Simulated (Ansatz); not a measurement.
```xyz
9

P     1.1808    1.8733    0.7725
Si   -0.5874    0.6727   -0.1213
Si   -0.0519    2.7721   -0.9709
H    -0.0903   -0.5380   -0.8100
H    -1.6764    0.5483    0.8717
H    -0.8072    3.9568   -0.5089
H     0.7806    2.8710   -2.1894
H     2.5070    1.4465    0.5523
H     1.0782    2.4228    2.0675
```

Geometry: B3LYP-D3(BJ)/def2-SVP.

All numbers below come from Ansatz, isolated molecule in a Gaussian basis; Kohn-Sham density functional theory, functional PBE0.

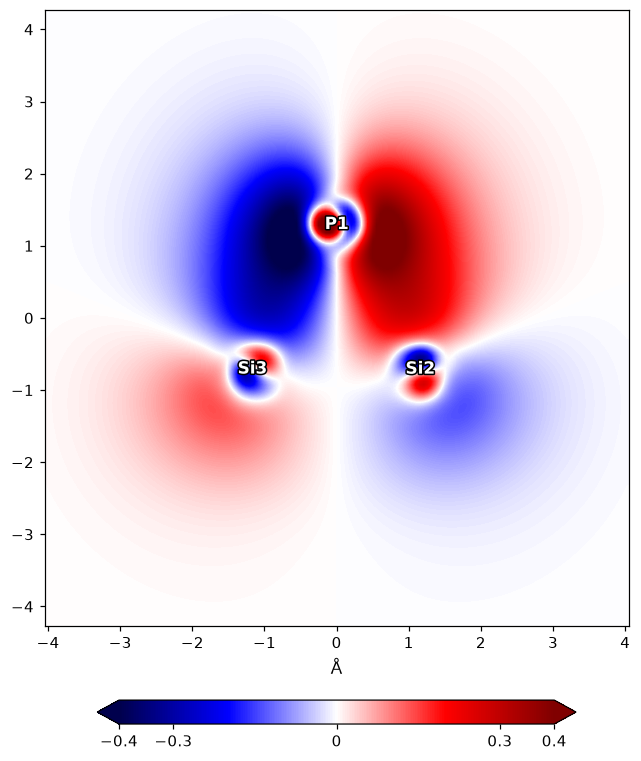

H$_{6}$PSi$_{2}$ (SMILES [SiH2]1[SiH2][PH2+]1) (charge +1). The HOMO−1 on the plane of atoms P1, Si2 and Si3 (values in Å⁻³ᐟ²; the overall sign is arbitrary).

> Describe this orbital and give its energy.

By Hirshfeld shares it lies mainly on P1 (about 55 %), Si2 (about 15 %) and Si3 (about 15 %). Its energy is −13.34 eV.
